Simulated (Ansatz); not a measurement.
Consider Cl4Sn···H2O.

Input file:

```
crystal:
  periodic: [false, false, false]
  atoms:
    - { symbol: Sn, position_ang: [0.0, 0.0, 0.0] }
    - { symbol: Cl, position_ang: [0.0, 0.0, 2.76] }
    - { symbol: Cl, position_ang: [2.2726, 0.0, -0.8025] }
    - { symbol: Cl, position_ang: [-1.1351, 1.9666, -0.8025] }
    - { symbol: Cl, position_ang: [-1.1351, -1.9666, -0.8025] }
    - { symbol: O, position_ang: [-2.1447, 0.0, 0.7126] }
    - { symbol: H, position_ang: [-2.6898, -0.6297, 0.1413] }
    - { symbol: H, position_ang: [-1.5115, 0.0, 1.9362] }
basis:
  gaussian: { orbitals: def2-SVP }
hamiltonian:
  xc: pbe
relax:
  f_tol: 0.15
  max_steps: 25
  restrain:
    - { distance: [0, 5], at: 3.16, k: 30.0 }
    - { distance: [7, 1], at: 2.57, k: 30.0 }
    - { distance: [0, 1], at: 2.41, k: 30.0 }
    - { distance: [7, 5], at: 1.01, k: 30.0 }
output:
  orbitals: {}
```

Run with:

```sh
ansatz run input.yaml --threads 4 --pin off --max-ram 5120MiB --backend cpu --events-out ev --progress --plain --runs-dir out
```

The fields are those of the run's last geometry, not of the input's.

Core potentials replace the inner electrons of Sn; not at a stationary point (largest force 0.7 eV/Å).

Theory: RKS PBE/def2-SVP in Ansatz.

Predict the electron density and electron localisation function between the atoms.

Sn1···O6 (3.15 Å): the density falls to about 0.08 e/Å³ on the way; the ELF dips to about 0.10 between them.
Sn–Cl (2.34 Å): ρ at the midpoint is about 0.55 e/Å³; the ELF peaks at about 0.80 in the valence shell of Cl, 0.8 Å from its nucleus, and drops to about 0.15 between the two atoms.

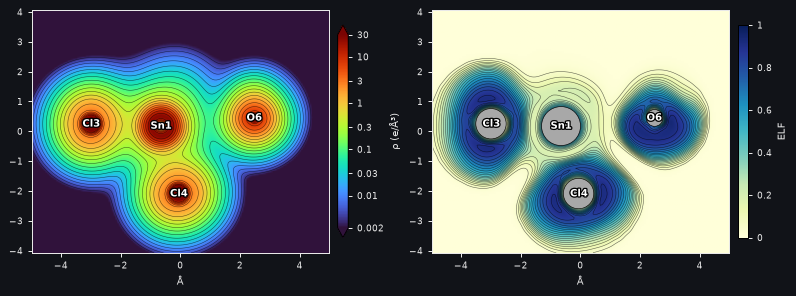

Computed electron density and electron localisation function on the plane of atoms Cl3, Sn1 and Cl4, in this order. Grey discs cover the atomic cores in the ELF map. 
